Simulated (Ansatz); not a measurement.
## Electronic structure of GaH3Si···H2 in real space

Input file:

```
crystal:
  periodic: [false, false, false]
  atoms:
    - { symbol: Ga, position_ang: [-0.925312, -0.394025, 1.253552] }
    - { symbol: Si, position_ang: [0.776768, 0.494866, -0.150488] }
    - { symbol: H, position_ang: [-1.486577, -0.980176, -0.166799] }
    - { symbol: H, position_ang: [-2.117473, -1.413698, 0.005612] }
    - { symbol: H, position_ang: [2.017542, -0.141968, 0.390358] }
    - { symbol: H, position_ang: [0.814385, 1.919534, 0.306602] }
    - { symbol: H, position_ang: [0.920567, 0.515566, -1.638838] }
basis:
  gaussian: { orbitals: def2-SVP }
hamiltonian:
  xc: cam_b3lyp
  dispersion: d4
relax:
  f_tol: 0.03
  max_steps: 50
output:
  orbitals: {}
```

Run with:

```sh
ansatz run input.yaml --threads 2 --pin off --max-ram 3072MiB --backend cpu --events-out ev --progress --plain --runs-dir out
```

The fields are those of the run's last geometry, not of the input's.

These are results of RKS CAM-B3LYP-D4/def2-SVP (Ansatz 0.2.0), not measurements.

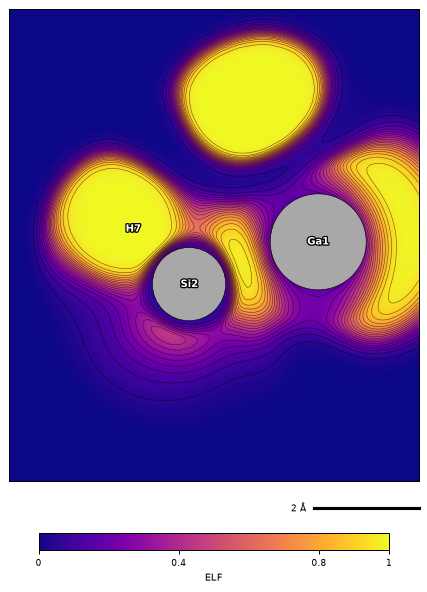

Figure 1. Electron localisation function on the plane of atoms Ga1, Si2 and H7. Grey discs cover the atomic cores.

Read the bonding off the picture.

Answer.
- The section cuts through Ga, Si and H sites.
- Ga–Si (2.60 Å): the ELF peaks at about 1 between the atoms; localised, covalent bonding.
- Si–H (1.50 Å): the ELF climbs to about 1 towards the hydrogen, as it does in any bond to H.

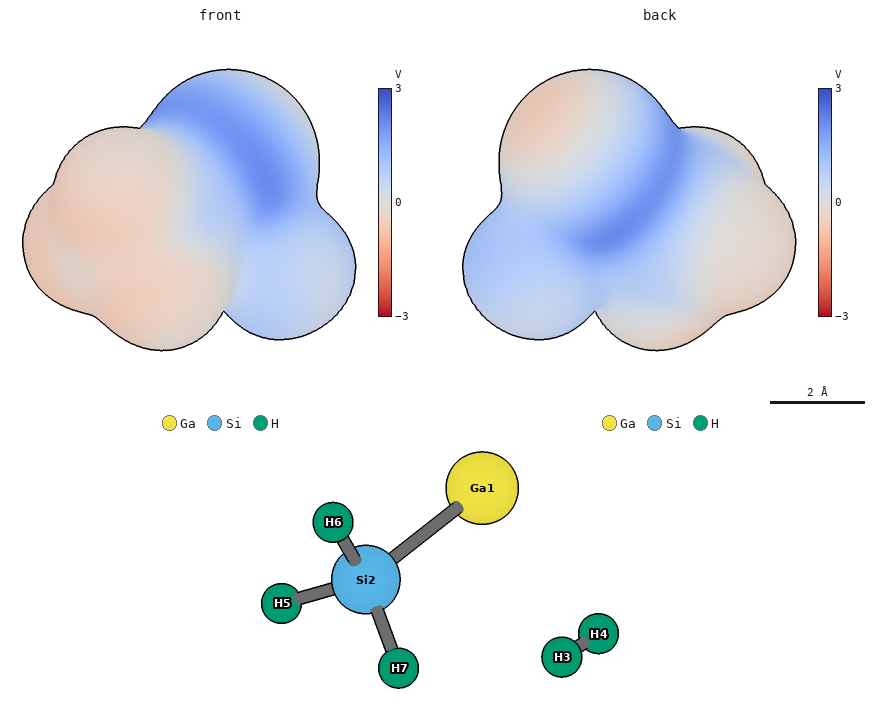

Figure 2. The electrostatic potential painted on the density surface at 0.002 e/bohr³, seen from the front and from behind; the colour scale runs from red (negative) to blue (positive). The bare structure is drawn below in the same view.

Which sites attract a positive test charge, and which a negative one?

Answer. A positive charge is drawn to the negative regions and a negative charge to the positive ones. The most negative region (about −0.6 V) lies over H5, H6 and H7, the most positive (about +2.0 V) over Ga1.

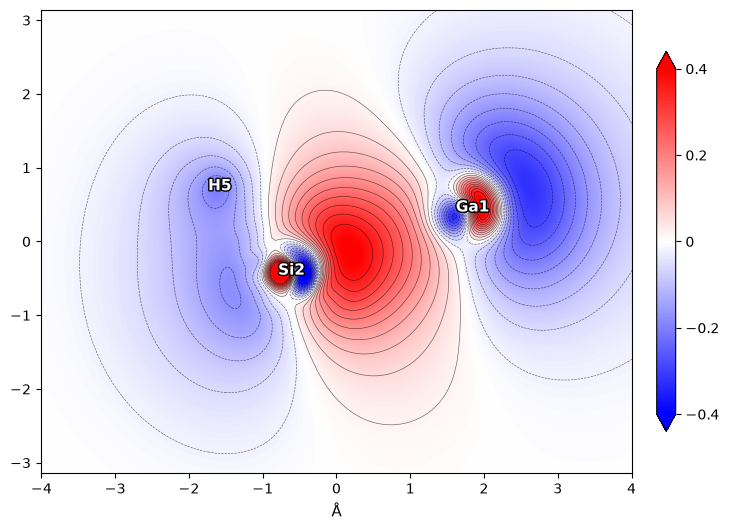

Figure 3. The HOMO on the plane of atoms Ga1, Si2 and H5 (values in Å⁻³ᐟ²; the overall sign is arbitrary).

Where does this orbital lie, and at what energy?

Answer. Its weight (Hirshfeld) is mainly on Ga1 (about 55 %) and Si2 (about 35 %). Its energy is −6.76 eV.
